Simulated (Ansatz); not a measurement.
Input

```
crystal:
  lattice:
    - [2.525259, 4.339112, 5.681915]
    - [-2.873948, -2.641208, 5.033471]
    - [8.262806, -6.721631, 1.616029]
  atoms:
    - { symbol: C, position: [0.8208203331, 0.0473144855, 0.3862789211] }
    - { symbol: C, position: [0.8033050346, 0.4799616554, 0.5225337734] }
    - { symbol: C, position: [0.7780109143, 0.4944373797, 0.2321825797] }
    - { symbol: C, position: [0.9923994359, 0.9320737969, 0.8342354112] }
    - { symbol: Si, position: [0.7580015778, 0.0034343179, 0.7880124733] }
    - { symbol: Si, position: [0.2987048105, 0.0830708651, 0.2118944066] }
    - { symbol: Si, position: [0.7864398091, 0.3400026144, 0.3780192717] }
    - { symbol: Si, position: [0.0231483025, 0.4765709221, 0.5863588315] }
    - { symbol: Si, position: [0.746830329, 0.408769654, 0.0743612121] }
    - { symbol: Pb, position: [0.2291258371, 0.0260757191, 0.7222897486] }
    - { symbol: Pb, position: [0.0171848065, 0.5454104124, 0.8551869063] }
    - { symbol: Pb, position: [0.0101992184, 0.0237817282, 0.0432911725] }
    - { symbol: Pb, position: [0.3340191706, 0.3269449828, 0.4389861413] }
    - { symbol: Pb, position: [0.4294726914, 0.2449130585, 0.9785352775] }
    - { symbol: Pb, position: [0.6604762387, 0.8813333157, 0.5375777421] }
    - { symbol: Pb, position: [0.5826726246, 0.4046457973, 0.6731370548] }
    - { symbol: Pb, position: [0.5453484489, 0.7319705744, 0.9038483744] }
    - { symbol: Pb, position: [0.6863301944, 0.8947822806, 0.2150316935] }
    - { symbol: Pb, position: [0.126777497, 0.8878800258, 0.4274259811] }
    - { symbol: Pb, position: [0.1002372634, 0.5351281676, 0.1941411981] }
basis:
  ecutwfc: 420
kpoints:
  mp_grid: { grid: [5, 5, 3] }
hamiltonian:
  xc: pbe
scf:
  occupations: { method: gaussian, width: 0.1 }
  n_extra_bands: 10
output:
  forces: true
  stress: true
  eigenvalues: true
  populations: true
  dos:
    method: { smearing: { sigma: 0.1, scheme: gaussian } }
    projected: true
    de: 0.02
  write_density: true
  write_potential: true
  elf: true
  volumetric_format: npy
```

Launched as:

```sh
ansatz run input.yaml --threads 4 --pin off --max-ram 9216MiB --backend cpu --events-out ev --progress --plain --runs-dir out
```

Below, planes, directions and counts refer to the conventional cell (a = 6.37 Å, b = 7.58 Å, c = 10.77 Å, α = 89.38°, β = 88.21°, γ = 78.19°).

Space group P1; a generated structure, not necessarily the stable one.

The calculation used DFT PBE, scalar-relativistic, plane waves, PAW (Ansatz 0.2.0).

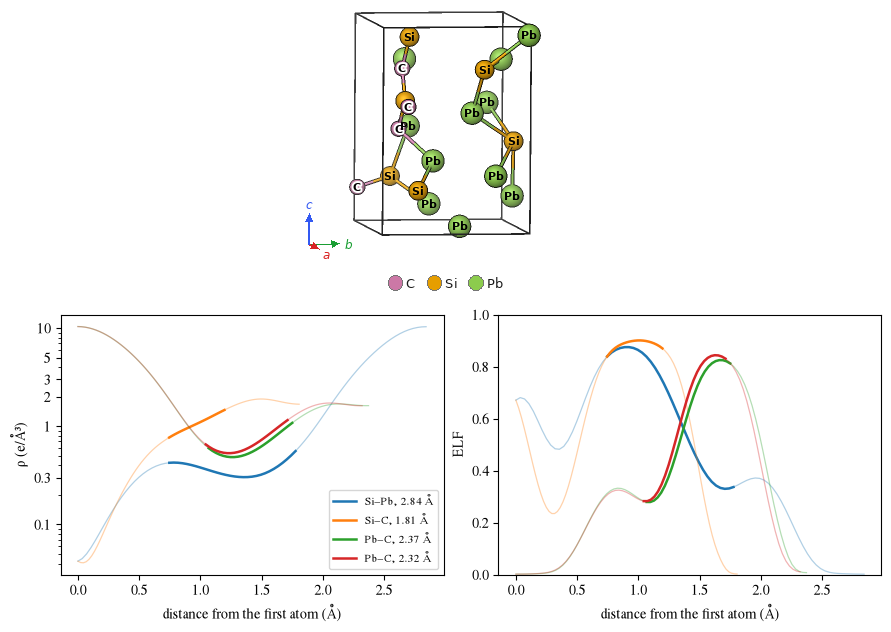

Si$_{5}$Pb$_{11}$C$_{4}$. Valence electron density and electron localisation function along straight lines between neighbouring atoms. Thin, pale parts lie inside the atomic spheres. The structure is drawn too.

In a PAW calculation such maps are meaningful between the atoms, not at the nuclei.

Question: Compare the contacts.

Answer: Si–Pb (2.84 Å): ρ is about 0.31 e/Å³ halfway; the ELF peaks at about 0.90 in the valence shell of Si, 0.9 Å from its nucleus, and drops to about 0.35 between the two atoms.
Si–C (1.81 Å): the density is about 0.97 e/Å³ at the midpoint; the ELF peaks at about 0.90 between the atoms.
Pb–C (2.37 Å): ρ at the midpoint is about 0.5 e/Å³; the ELF peaks at about 0.85 in the valence shell of C, 0.7 Å from its nucleus, and is about 0.30 at the midpoint.
Pb–C (2.32 Å): ρ is about 0.55 e/Å³ halfway; the ELF peaks at about 0.85 in the valence shell of C, 0.7 Å from its nucleus, and is about 0.30 at the midpoint.
